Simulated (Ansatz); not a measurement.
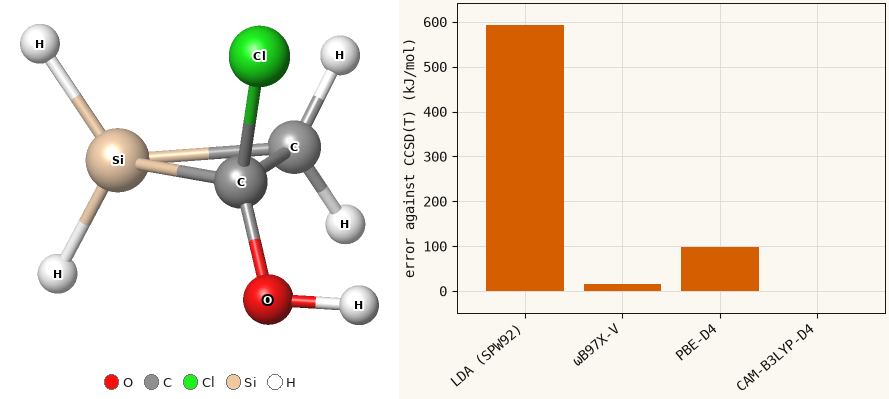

Error in the electronic atomisation energy (method less reference, so positive means overbinding) of C₂H₅ClOSi, SMILES O[C@@]1(Cl)C[SiH2]1: functionals in def2-TZVPP against frozen-core CCSD(T) at the limit (MP2 extrapolated from triple and quadruple zeta, plus CCSD(T) less MP2 in a smaller set), which gives 3526.1 kJ/mol, at a PBE0-D4/def2-TZVP geometry (a minimum by its frequencies), no zero-point or spin-orbit term, the Ansatz code 0.2.0. The reference leaves out core correlation, a term that grows with the number of heavy atoms.

> What range do the values span?

From −1.0 kJ/mol (CAM-B3LYP-D4) to 593.3 kJ/mol (LDA (SPW92)).

> Which of these levels overbind, and which underbind?

Overbind: LDA (SPW92) and PBE-D4. Underbind: none clearly. Within 25 kJ/mol of zero, too close to call in view of what the reference leaves out: ωB97X-V and CAM-B3LYP-D4.
